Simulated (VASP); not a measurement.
Consider the following.

```xyz
4
Lattice="4.3979 0.0000 0.0000 0.0000 3.2968 0.0000 0.0000 0.0000 18.1335" Properties=species:S:1:pos:R:3 pbc="T T T"
P      2.5573     0.0000    10.1235
P      4.0396     1.6484    10.1235
P      1.8406     0.0000     8.0100
P      0.3583     1.6484     8.0100
```

All values below come from PBEsol GGA, VASP's PBE PAW potentials (set 64) (plane waves; VASP). Numerical set-up: 400 eV cut-off, 6×8×1 Γ-centred mesh, tetrahedra with Blöchl corrections, potentials P.

The cell holds a wide vacuum, so values per volume refer to the whole cell.

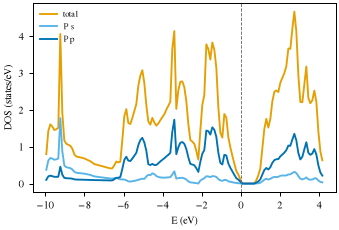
Fig. 1. Total and projected density of states, zero at the valence-band maximum

Within 2 eV below the valence-band maximum the largest weight inside VASP's projection spheres is P p.

The gap is direct, 0.71 eV, from the valence maximum at Γ to the conduction minimum at Γ.

The cell is a sheet with vacuum, built from a generated structure.
